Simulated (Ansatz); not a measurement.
# SiO2 (silicon dioxide molecule) at 5 levels

Wanted: a comparison of 5 runs (SVWN5/STO-3G, UB3LYP/STO-3G, wB97X/STO-3G, MP2/STO-3G, CCSDT(Q)/STO-3G) of SiO2 (silicon dioxide molecule). 

Program for the calculation: Ansatz 0.2.0.

35 further runs of the same task are left out: 5 that didn't finish, 30 set aside as unsound or not needed.

**1. The structure to begin with**

The species is SiO2 (3 atoms), meant as a singlet with charge 0. SMILES: `O=[Si]=O`. The Si2–O1 distance was set to 2.259 Å, away from the relaxed value.

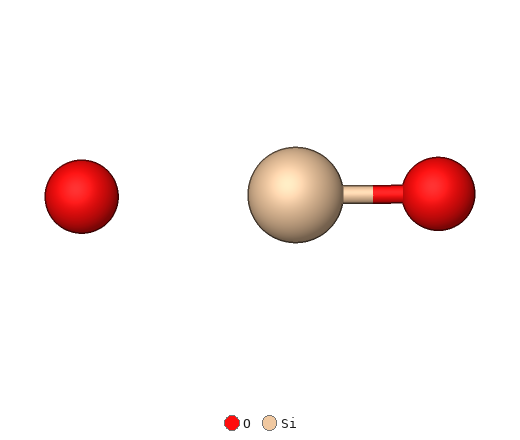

The structure, seen from a chosen angle (oxygen red, silicon light orange).

**2. A single-point energy at SVWN5/STO-3G (run 1)**

Contents of run.yaml:

```yaml
crystal:
  periodic: [false, false, false]
  atoms:
    - symbol: O
      position_ang: [1.046592, 1.844386, 0.778134]
    - symbol: Si
      position_ang: [-0.000010, 0.000000, -0.000000]
    - symbol: O
      position_ang: [-0.697730, -1.229610, -0.518760]
basis:
  gaussian:
    orbitals: STO-3G
hamiltonian:
  xc: {name: SVWN5}
accuracy: high
```

Launch:

```bash
$ ansatz run run.yaml --threads 1 --pin off --max-ram 3480MiB --events-out events.jsonl --progress --plain --runs-dir runs
```

Log:

```text
Warning: RAYON_NUM_THREADS=1 ignored (pool sized by the plan → 1); use --threads N
Functional definition: SVWN5
  name "SVWN5"
  exchange = slater_x
  correlation = vwn5_c
315 factors; integrals over basis functions are off by at most 2.4e-8 eV
mean field evaluation 1: about -11744.6501 eV, gradient 5.1e1 eV
mean field evaluation 2: about -11565.7855 eV, gradient 8.9e1 eV
mean field evaluation 4: about -11712.9739 eV, gradient 8.8e1 eV
mean field evaluation 8: about -11755.7111 eV, gradient 1.9e-1 eV
mean field evaluation 16: about -11702.2479 eV, gradient 7.2e1 eV
mean field -11755.71158121 eV, -432.0144323021 hartree, gradient 2.0e-8 eV, S^2 0.000000; 0 other end points of the search recorded, 0 dependent functions left out
reference -11755.71158243 eV, -432.0144323469 hartree; 15, 15 occupied and 4, 4 virtual orbitals, 315 factors
Total energy: -11755.71158243 eV, -432.0144323469 hartree
```

It took 0.5 s on 1 thread of Arm Neoverse V2, shared host.

**3. A single-point energy at UB3LYP/STO-3G (run 2)**

Contents of job.yaml:

```yaml
crystal:
  periodic: [false, false, false]
  atoms:
    - {symbol: O, position_ang: [1.046592, 1.844386, 0.778134]}
    - {symbol: Si, position_ang: [-0.000010, 0.000000, -0.000000]}
    - {symbol: O, position_ang: [-0.697730, -1.229610, -0.518760]}
basis:
  gaussian:
    orbitals: STO-3G
magnetization:
  spin_polarized: true
  initial_magnetization: 0
hamiltonian:
  xc: {name: B3LYP}
accuracy: high
```

Launch:

```bash
$ ansatz run job.yaml --threads 1 --pin off --max-ram 3480MiB --events-out events.jsonl --progress --plain --runs-dir runs
```

Log:

```text
Warning: RAYON_NUM_THREADS=1 ignored (pool sized by the plan → 1); use --threads N
Functional definition: B3LYP
  name "B3LYP"
  parameter a0 = 0.2
  parameter ax = 0.72
  parameter ac = 0.81
  exchange = (1 - a0 - ax)*slater_x + ax*b88_x + a0*exact_x
  correlation = (1 - ac)*vwn_rpa_c + ac*lyp_c
315 factors; integrals over basis functions are off by at most 2.4e-8 eV
mean field evaluation 1: about -11804.5097 eV, gradient 3.7e1 eV
mean field evaluation 2: about -11632.9096 eV, gradient 6.6e1 eV
mean field evaluation 4: about -11777.5326 eV, gradient 6.4e1 eV
mean field evaluation 8: about -11817.0026 eV, gradient 1.3e-1 eV
mean field evaluation 16: about -11817.8704 eV, gradient 8.8e-4 eV
mean field evaluation 32: about -11817.8704 eV, gradient 5.2e-5 eV
mean field evaluation 64: about -11817.8703 eV, gradient 2.6e-2 eV
mean field -11817.87036407 eV, -434.2987254392 hartree, gradient 3.3e-8 eV, S^2 0.887894; 10 other end points of the search recorded, 0 dependent functions left out
reference -11817.87038520 eV, -434.2987262159 hartree; 15, 15 occupied and 4, 4 virtual orbitals, 315 factors
Total energy: -11817.87038520 eV, -434.2987262159 hartree
```

Wall time 22 s (1 thread of Arm Neoverse V2, shared host); peak memory 0.12 GiB.

Runs 3 to 4 aren't shown in full; the table further down has their settings and results.

**4. The energy at CCSDT(Q)/STO-3G (run 5)**

Contents of input.yaml:

```yaml
crystal:
  periodic: [false, false, false]
  atoms:
    - {symbol: O, position_ang: [1.046592, 1.844386, 0.778134]}
    - {symbol: Si, position_ang: [-0.000010, 0.000000, -0.000000]}
    - {symbol: O, position_ang: [-0.697730, -1.229610, -0.518760]}
basis:
  gaussian: {orbitals: STO-3G}
correlation: {method: ccsdt_q, frozen_orbitals: {O: 1, Si: 5}}
accuracy: high
scf: {omitted_lower_state_checks: [cluster_reference, increment]}
```

Launch:

```bash
$ ansatz run input.yaml --threads 1 --pin off --max-ram 3480MiB --events-out events.jsonl --progress --plain --runs-dir runs
```

Log:

```text
Warning: RAYON_NUM_THREADS=1 ignored (pool sized by the plan → 1); use --threads N
[... 13 lines left out ...]
7 core orbitals not correlated: weight in the atoms' cores, before any rotation towards them, 1.000 or more for the frozen orbitals, at most 0.000 for the correlated occupied ones
[... 59 lines left out ...]
Total energy: -11789.84749918 eV, -433.2689041491 hartree
Checks for a lower state left out: cluster_reference, increment
```

Run time: 0.6 s. Hardware: 1 thread of Arm Neoverse V2, shared host.

**5. The series**

```csv
run,level,frozen core orbitals,energy (Eh),wall time
1,SVWN5/STO-3G,–,-432.014432,0.5 s
2,UB3LYP/STO-3G,–,-434.298726,22 s
3,wB97X/STO-3G,–,-434.222802,3 s
4,MP2/STO-3G,7,-433.241560,0.22 s
5,CCSDT(Q)/STO-3G,7,-433.268904,0.6 s
```

**6. What came out**

| quantity | value |
| --- | --- |
| run 5: total energy | -433.26890 Eh |
| run 5: correlation energy (7 core orbitals frozen) | -186.2 mEh |
| run 5: T1 diagnostic | 0.037 |

What this shows: Totals of different functionals can't be ranked against each other. In runs 4, 5 the log says that unrestricted orbitals would lower the reference, so the values rest on an unstable closed-shell determinant (other closed-shell runs at this shape may share the fault). In runs 1, 2, 3, 4, 5 the basis is minimal, so the values are rough. Spin contamination of the reference: run 2 ⟨S²⟩ = 0.89. Where it is this large, the reference is a mixture of spin states, and values that rest on it are in doubt. All runs together took 26 s, the longest 22 s.
